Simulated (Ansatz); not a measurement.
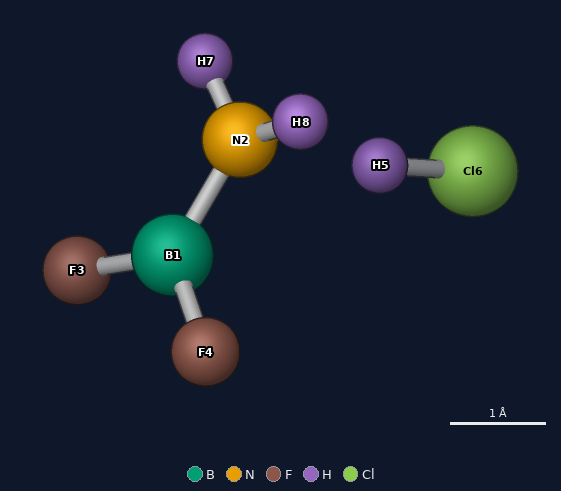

Fig. 1: The input geometry (ball-and-stick view, seen at a tilt; atoms are numbered from 1 in the order of the input).

**Single-point calculation of BNH₃ClF₂**

BNH₃ClF₂, computed with RKS PBE0-D4/def2-TZVPP (Ansatz 0.2.0).

The geometry is the reactant side of a reaction. The reaction was set up to form B1–Cl6 and N2–H5 and to break B1–N2 and H5–Cl6 (atoms counted from 1 in the order of the input); sticks are drawn by distance alone. The geometry comes from this level: PBE0-D4/def2-TZVP.

### Log
```
Functional definition: PBE0
  name "PBE0"
  cite "Adamo & Barone, J. Chem. Phys. 110, 6158 (1999) doi:10.1063/1.478522"
  cite "Perdew, Burke & Ernzerhof, Phys. Rev. Lett. 77, 3865 (1996) doi:10.1103/PhysRevLett.77.3865"
  parent pbe
  parameter a = 0.25
  parameter kappa = 0.804
  parameter beta = 0.06672455060314922
  exchange = (1 - a)*pbe_x(kappa = kappa, mu = beta*pi^2/3) + a*exact_x
  correlation = pbe_c(beta = beta)
1138 factors; their error is unknown
mean field evaluation 1: about -20162.1278 eV, gradient 6.2e1 eV
mean field evaluation 2: about -20158.1778 eV, gradient 7.5e1 eV
mean field evaluation 4: about -20168.2546 eV, gradient 2.8e0 eV
mean field evaluation 8: about -20168.2651 eV, gradient 3.3e-2 eV
mean field evaluation 16: about -20168.3260 eV, gradient 4.6e-5 eV
mean field -20168.32604074 eV, -741.1723114148 hartree, gradient 4.6e-5 eV, S^2 0.000000; 0 other end points of the search recorded, 0 dependent functions left out
reference -20168.32607155 eV, -741.1723125472 hartree; 25, 25 occupied and 183, 183 virtual orbitals, 1138 factors
Total energy: -20168.42630707 eV, -741.1759961345 hartree
```

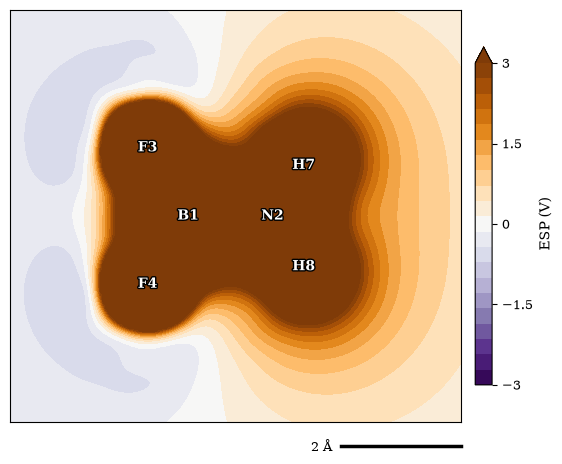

Fig. 2: Electrostatic potential on the plane of atoms F3, B1 and F4.

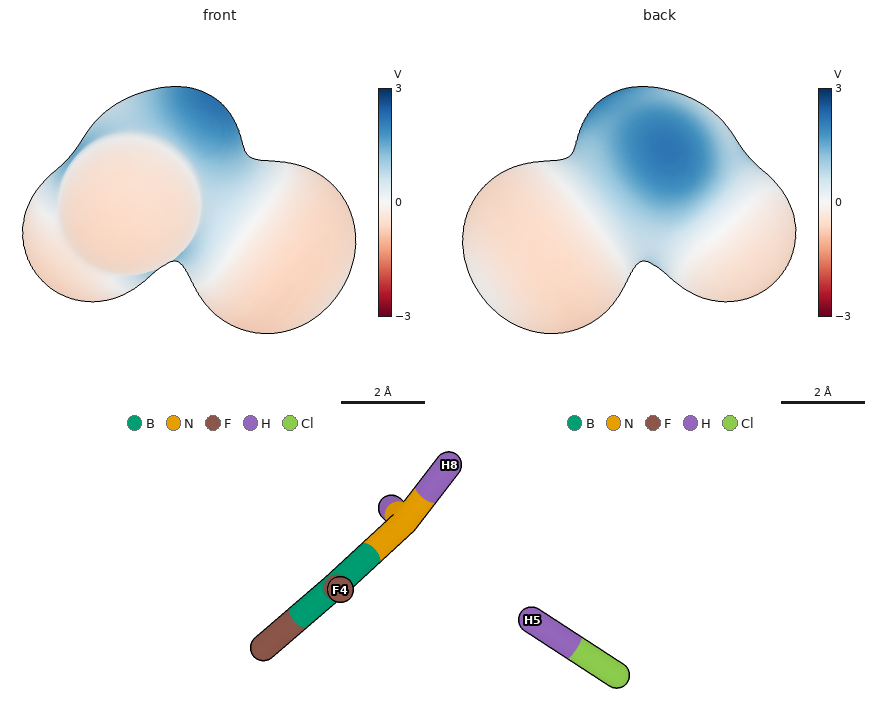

Fig. 3: The electrostatic potential painted on the density surface at 0.001 e/bohr³, seen at a tilt and from behind; the colour scale runs from red (negative) to blue (positive). The bare structure is drawn below in the same view.

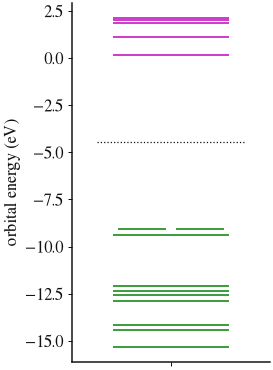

Fig. 4: Orbital energies near the frontier; the dotted line parts filled from empty levels, and levels within 0.02 eV of each other stand side by side. Highest filled −9.06 eV, lowest empty 0.14 eV, 9.20 eV apart.

The run was set up as follows.

### Input
```yaml
crystal:
  periodic: [false, false, false]
  atoms:
    - {symbol: B, position_ang: [-0.899323, -0.748973, 0.056506]}
    - {symbol: N, position_ang: [-0.439415, 0.579527, -0.011401]}
    - {symbol: F, position_ang: [-1.134828, -1.440148, -1.047047]}
    - {symbol: F, position_ang: [-1.070526, -1.346285, 1.224804]}
    - {symbol: H, position_ang: [1.580710, 0.360889, -0.059801]}
    - {symbol: Cl, position_ang: [2.877960, 0.342250, -0.096008]}
    - {symbol: H, position_ang: [-0.481203, 1.091543, -0.876889]}
    - {symbol: H, position_ang: [-0.433376, 1.161198, 0.809938]}
basis:
  gaussian: {orbitals: def2-TZVPP}
hamiltonian: {xc: pbe0, dispersion: d4}
output: {orbitals: {seedname: orbitals}}
```

Run as:
```bash
ansatz run in.yaml --threads 4 --pin off --events-out ev --progress --plain --max-ram 9574MiB
```

### Results in brief

| quantity | value |
| --- | --- |
| outcome | converged |
| total energy | −20168.4263 eV |
| mean-field energy | −20168.3261 eV |
| dispersion energy | −0.1002 eV |
| SCF solution under orbital rotations | stable |
| HOMO | −9.06 eV |
| LUMO | 0.14 eV |
| hardware | 4 threads of Intel Xeon @ 2.50GHz, 180 GiB of memory available, shared host |
| wall time | 6 s (CPU time 13 s) |
| peak memory | 0.42 GiB |
